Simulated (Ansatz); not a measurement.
BH$_{3}$O···SiH$_{4}$

Input file:

```
crystal:
  periodic: [false, false, false]
  atoms:
    - { symbol: B, position_ang: [-0.091331, -0.428429, -0.127926] }
    - { symbol: H, position_ang: [-0.096352, -0.84975, 0.996203] }
    - { symbol: O, position_ang: [1.027765, -0.443695, -0.911567] }
    - { symbol: H, position_ang: [1.809946, -0.802957, -0.447786] }
    - { symbol: H, position_ang: [-1.095316, 0.005481, -0.661996] }
    - { symbol: Si, position_ang: [0.131417, 2.467382, 1.098232] }
    - { symbol: H, position_ang: [0.848641, 3.077169, 2.281835] }
    - { symbol: H, position_ang: [0.85287, 2.844236, -0.169582] }
    - { symbol: H, position_ang: [-1.286957, 2.97505, 1.057866] }
    - { symbol: H, position_ang: [0.120918, 0.991913, 1.244621] }
basis:
  gaussian: { orbitals: cc-pVDZ }
hamiltonian:
  xc: pbe
  dispersion: d4
relax:
  f_tol: 0.03
  max_steps: 50
output:
  orbitals: {}
```

Command:

```sh
ansatz run input.yaml --threads 1 --pin off --max-ram 2048MiB --backend cpu --events-out ev --progress --plain --runs-dir out
```

The fields are those of the run's last geometry, not of the input's.

Computed with Ansatz 0.2.0, RKS PBE-D4/cc-pVDZ.

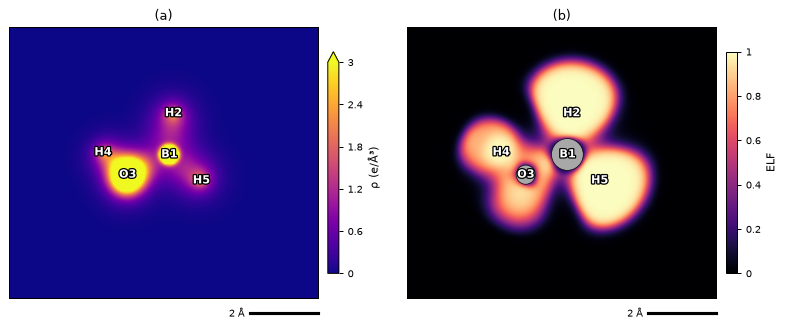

Figure 1. (a) total electron density; (b) electron localisation function on the plane of atoms H2, B1 and O3. Grey discs cover the atomic cores in the ELF map.

What do the fields say about this system?

The plane passes through B, H and O nuclei.
B–O (1.36 Å): ρ is about 2.1 e/Å³ halfway; the ELF peaks at about 0.90 between the atoms; a short, strongly polar bond.
O–H (0.98 Å): ρ at the midpoint is about 3.6 e/Å³; the ELF climbs to about 1 towards the hydrogen, as it does in any bond to H; a covalent bond by its length.
B–H (1.22 Å): ρ is about 1.2 e/Å³ halfway; the ELF climbs to about 1 towards the hydrogen; a covalent bond by its length.
The ELF also peaks beside O3, away from the bonds: lone-pair regions.

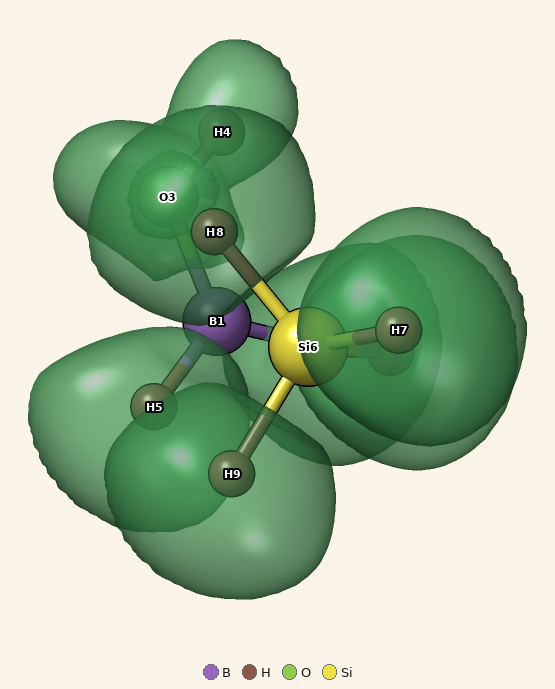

Figure 2. Isosurface of the ELF at 0.75 (green), seen at an oblique angle. Only the valence region is drawn (cores and ρ < 0.01 e/Å³ removed).

Identify the bonds, lone pairs and shells in this picture.

The ELF exceeds this value in six regions around hydrogen nuclei and one joined region spread over several atoms (H, O), in which their bonds and any lone pairs are merged. Profiles from the grid: Si6···B1 (3.56 Å): the ELF dips to about 0 between them: a non-bonded, intermolecular contact.

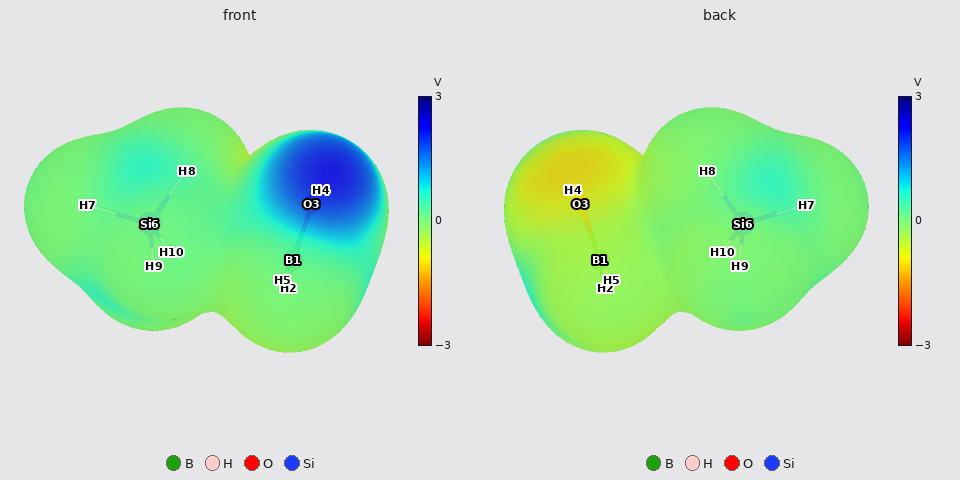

Figure 3. The electrostatic potential painted on the density surface at 0.001 e/bohr³, seen from the front and from behind; the colour scale runs from red (negative) to blue (positive).

Which sites attract a positive test charge, and which a negative one?

A positive charge is drawn to the negative regions and a negative charge to the positive ones. The most negative region (about −0.9 V) lies over O3, the most positive (about +2.2 V) over H4.
